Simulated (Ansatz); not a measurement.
System: a (110) slab cut from Si (Fd-3m), of composition Si₁₆HCl₄ (not the bulk's), ended by Si planes, 21 atoms in the cell. Starting structure of the relaxation:

```cif
data_structure
_symmetry_space_group_name_H-M 'P 1'
_symmetry_Int_Tables_number 1
_cell_length_a 7.6672
_cell_length_b 5.4215
_cell_length_c 25.4442
_cell_angle_alpha 90.000
_cell_angle_beta 90.000
_cell_angle_gamma 90.000
_cell_volume 1057.66
loop_
_atom_site_label
_atom_site_type_symbol
_atom_site_fract_x
_atom_site_fract_y
_atom_site_fract_z
_atom_site_occupancy
Si1 Si 0.25000 0.00000 0.38098 1
Si2 Si 0.75000 0.00000 0.38098 1
Si3 Si 0.50000 0.25000 0.38098 1
Si4 Si 0.00000 0.25000 0.38098 1
Si5 Si 0.50000 0.50000 0.45632 1
Si6 Si 0.00000 0.50000 0.45632 1
Si7 Si 0.75000 0.75000 0.45632 1
Si8 Si 0.25000 0.75000 0.45632 1
Si9 Si 0.75000 0.00913 0.52981 1
Si10 Si 0.25000 0.00913 0.52981 1
Si11 Si 0.00000 0.24087 0.52981 1
Si12 Si 0.50000 0.24087 0.52981 1
Si13 Si 0.00000 0.51577 0.59761 1
Si14 Si 0.50000 0.51577 0.59761 1
Si15 Si 0.25000 0.73423 0.59761 1
Si16 Si 0.75000 0.73423 0.59761 1
Cl1 Cl 0.25000 0.85737 0.30621 1
Cl2 Cl 0.75000 0.85737 0.30621 1
Cl3 Cl 0.50000 0.39263 0.30621 1
Cl4 Cl 0.00000 0.39263 0.30621 1
H1 H 0.00000 0.99474 0.59133 1
```

Method: DFT PBE+D3(BJ), scalar-relativistic, plane waves, PAW, spin-polarised, 2×3×1 k mesh (Ansatz).

What does the potential across the slab give for the work function?

The work function is 4.63 eV at the right face and 5.59 eV at the left. The vacuum level is 0.96 eV higher at the left than at the right, so the slab carries a dipole along its normal; the ramp in the vacuum, at or near the edge of the plot, is the dipole correction that keeps each side flat. Some atoms were held fixed in the relaxation, which can itself make the faces differ. The outermost atoms are 8.5 Å apart, which leaves 17.0 Å of vacuum in a cell 25.4 Å high.

Some starting moments didn't survive the run.

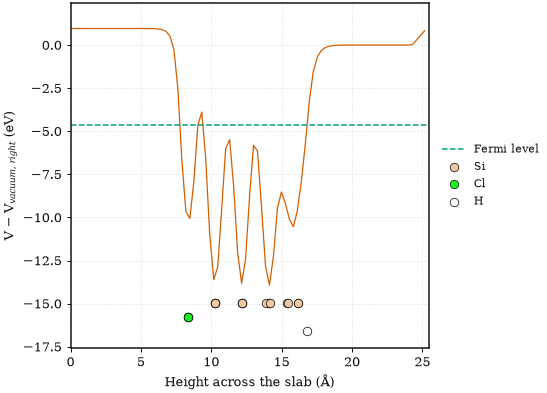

Plane-averaged electrostatic potential energy of an electron across the slab; circles at the bottom mark the heights of the atoms (positions after relaxation).
